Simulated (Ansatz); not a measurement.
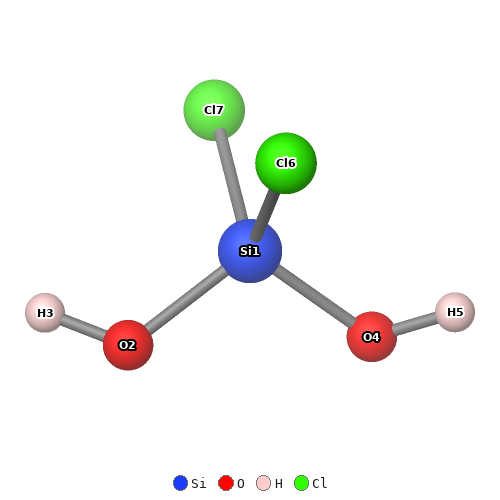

The system is Si(OH)2Cl2; the picture shows the reference structure. The first coordinate is: dihedral O4–Si1–O2–H3; the second: dihedral O2–Si1–O4–H5. Nothing is relaxed (all other coordinates rigid). The grid has 18 × 18 points; 188 points were computed and 136 follow by symmetry. Points are written as (first, second). All energies are given in cm⁻¹ relative to the lowest grid point. These are results of RKS BHLYP-D4/def2-SVP (Ansatz 0.2.0), not measurements.

Its coordinates:

```xyz
7

Si   -0.0928    0.0021   -0.0650
O    -0.0534    0.0693    1.5531
H    -0.7848   -0.2756    2.0577
O     1.4385   -0.1003   -0.5836
H     1.6728    0.2556   -1.4361
Cl   -0.9752    1.6651   -0.8746
Cl   -1.2050   -1.6161   -0.6516
```

Range: dihedral O4–Si1–O2–H3 from −180 to 160°; dihedral O2–Si1–O4–H5 from −180 to 160°.

What will the energy surface look like?

Answer. The lowest grid point is at (−160°, −160°). There is a further well near (−180°, 20°) (43 cm⁻¹ above the lowest at that grid point). The highest grid point, (0°, 0°), lies 1809 cm⁻¹ above the lowest. Round the minimum the two coordinates are weakly coupled (coupling 0.11 in units of the two stiffnesses).

| dihedral O2–Si1–O4–H5 ↓, dihedral O4–Si1–O2–H3 → | −160 | −120 | −80 | −40 | 0 | 40 | 80 | 120 | 160 |
| --- | --- | --- | --- | --- | --- | --- | --- | --- | --- |
| 160 | 176 | 336 | 365 | 252 | 141 | 149 | 184 | 141 | 86 |
| 120 | 327 | 743 | 894 | 697 | 465 | 460 | 498 | 332 | 141 |
| 80 | 228 | 763 | 1242 | 1245 | 885 | 649 | 644 | 498 | 184 |
| 40 | 71 | 521 | 1196 | 1599 | 1411 | 908 | 649 | 459 | 149 |
| 0 | 97 | 429 | 977 | 1550 | 1809 | 1411 | 885 | 465 | 141 |
| −40 | 244 | 567 | 884 | 1187 | 1550 | 1599 | 1245 | 697 | 252 |
| −80 | 236 | 564 | 840 | 884 | 977 | 1196 | 1242 | 894 | 365 |
| −120 | 65 | 269 | 564 | 567 | 429 | 521 | 763 | 743 | 336 |
| −160 | 0 | 65 | 236 | 244 | 97 | 71 | 228 | 327 | 176 |

The table holds every second grid line.

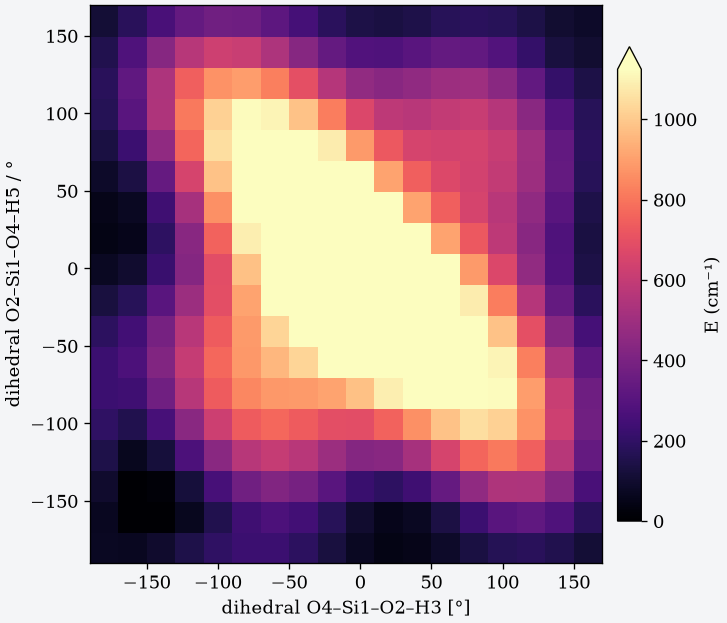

Drawn: one coloured cell a grid point, one colour for all values above the top of the scale.

Time for the 188 points that were run: 6.9 min on 1 thread of Intel(R) Xeon(R) 6975P-C (Granite Rapids) (shared host).
